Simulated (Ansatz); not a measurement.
# Calculations on C2H3Si

### Relaxation

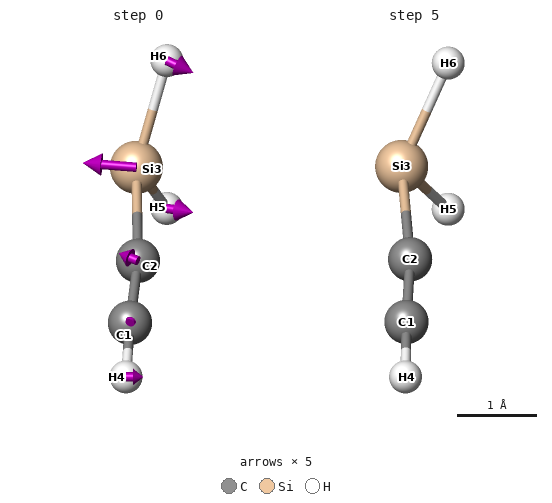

The structure of C2H3Si (multiplicity 2) before (left) and after (right) a relaxation, at one scale. The purple arrows give the displacements, 5 times their true length.

A ball-and-stick model, seen from a free direction.

The run prepares an end point of a later path (hydrogen shift) calculation, from a guessed geometry.

Level of theory: UKS PBE0/6-31G* in Ansatz 0.2.0. Settings: collinear spin; force threshold 0.02 eV/Å; at most 50 steps.

### Describe what moved and what it gained.

After 5 geometry steps the energy has fallen by 0.095 eV. The largest force component goes from 1.2 to 0.013 eV/Å. The largest move after the best rigid fit is that of Si3, 0.14 Å. Largest moves by element: Si 0.14 Å, H 0.08 Å, C 0.06 Å. Some distances before and after: Si3–H5 1.451 → 1.488 Å, C1–H4 1.051 → 1.069 Å, C1–C2 1.210 → 1.218 Å, C2–Si3 1.814 → 1.806 Å. Bond angles that change, for instance: H5–Si3–H6 118.1° → 111.7°, C2–Si3–H5 115.8° → 111.8°.

### Relaxation

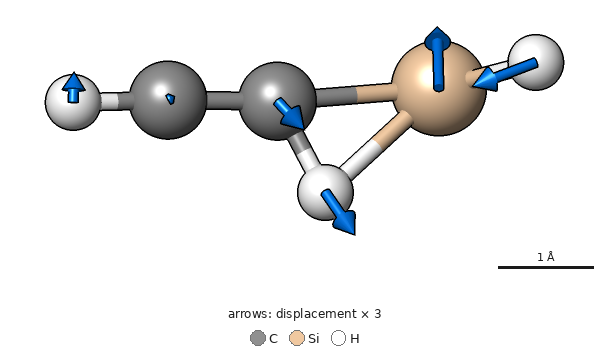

A relaxation of C$_{2}$H$_{3}$Si (multiplicity 2). The starting structure is drawn; blue arrows show the displacements, 3 times their true length. The two geometries are superimposed by the best rigid fit.

A ball-and-stick model, seen at a tilt.

The run prepares an end point of a later path (hydrogen shift) calculation, from a guessed geometry.

Method: Ansatz 0.2.0, UKS PBE0/6-31G*.

Input
```yaml
crystal:
  periodic: [false, false, false]
  atoms:
    - { symbol: C, position_ang: [-0.66954, -1.60964, -0.22139] }
    - { symbol: C, position_ang: [-0.22799, -0.49291, -0.0742] }
    - { symbol: Si, position_ang: [0.27641, 1.23951, 0.11266] }
    - { symbol: H, position_ang: [-1.01889, -2.59386, -0.34297] }
    - { symbol: H, position_ang: [0.85941, -0.42791, -0.03635] }
    - { symbol: H, position_ang: [0.52333, 1.68704, 1.47045] }
magnetization:
  spin_polarized: true
  initial_magnetization: 1
basis:
  gaussian: { orbitals: "6-31G*" }
hamiltonian:
  xc: pbe0
relax:
  f_tol: 0.02
  max_steps: 50
```

Command:
```bash
ansatz run input.yaml --threads 1 --pin off --max-ram 2048MiB --backend cpu --events-out ev --progress --plain --runs-dir out
```

> What did the optimiser do to the structure, and how much energy did it gain?

Over 9 geometry steps the energy falls by 0.864 eV. Largest force component: 4.1 eV/Å at the start, 0.017 eV/Å at the end. The atom that moves furthest after the best rigid fit is Si3 (0.31 Å). By element the largest moves are Si 0.31 Å, H 0.26 Å, C 0.15 Å. Some distances before and after: Si3–H5 1.773 → 2.104 Å, Si3–H6 1.451 → 1.530 Å, C2–Si3 1.814 → 1.886 Å, C1–C2 1.210 → 1.272 Å. Bond angles that change, for instance: C2–Si3–H6 116.0° → 91.8°, C1–C2–Si3 174.6° → 155.2°, Si3–C2–H5 70.2° → 84.2°. Cost: 31 s on 1 thread of Intel(R) Xeon(R) Processor @ 2.70GHz, on a shared host, peak memory 0.14 GiB.

### Path

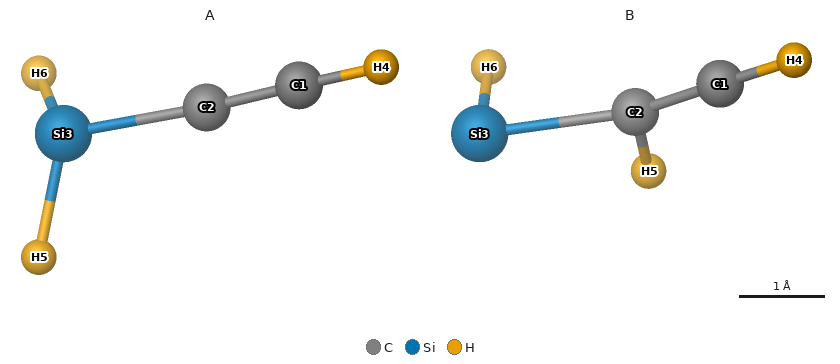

The two relaxed end points of a path for C$_{2}$H$_{3}$Si (multiplicity 2). A ball-and-stick model, seen at a tilt.

The calculation used UKS PBE0/6-31G* in Ansatz.

Run with 7 movable images; climbing image; force threshold 0.05 eV/Å; iteration limit 60.

Start:
```xyz
6

C    -0.6586   -1.5950   -0.2181
C    -0.2647   -0.4506   -0.0813
Si    0.1544    1.2985    0.0838
H    -0.9774   -2.6088   -0.3326
H     1.1672    1.7203   -0.9208
H     0.5790    1.6356    1.4691
```

End:
```xyz
6

C    -0.4518   -1.2992   -0.3401
C    -0.1153   -0.0888   -0.1410
Si   -0.3945    1.7042    0.3746
H    -0.6778   -2.3293   -0.5111
H     0.8061    0.3290   -0.6704
H     0.8333    1.6841    1.2881
```

Q: What barrier does the band find between them, and by what path?

A: The highest point, image 6, lies 195.9 kJ/mol above the start and 27.3 kJ/mol above the end; the end is at +168.6 kJ/mol relative to the start. A hydrogen atom shifts from one atom to another. Breaking: Si3–H5 (1.49 → 1.64 at the top → 2.10 Å). Forming: C2–H5 (2.73 → 1.47 at the top → 1.14 Å). The band converged in 10 iterations, with a climbing image at the top. At the top, the vibrational analysis gives one imaginary mode (1260i cm⁻¹), as a transition state must have.

Energies of the converged images:

```tsv
image	path (Å)	E (kJ/mol)
0	0.00	0.0
1	0.29	2.9
2	0.59	12.1
3	0.88	30.0
4	1.17	70.5
5	1.46	142.4
6	1.76	195.9
7	2.09	172.6
8	2.42	168.6
```

The geometry at the top of the path:

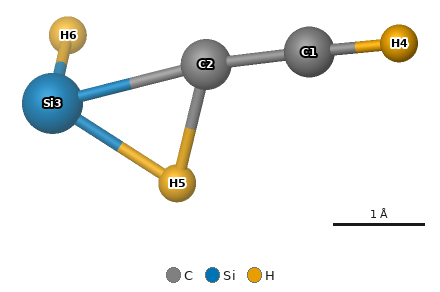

Cost: 3.7 min on 1 thread of Intel(R) Xeon(R) Processor @ 2.70GHz (shared host), peak memory 0.14 GiB.
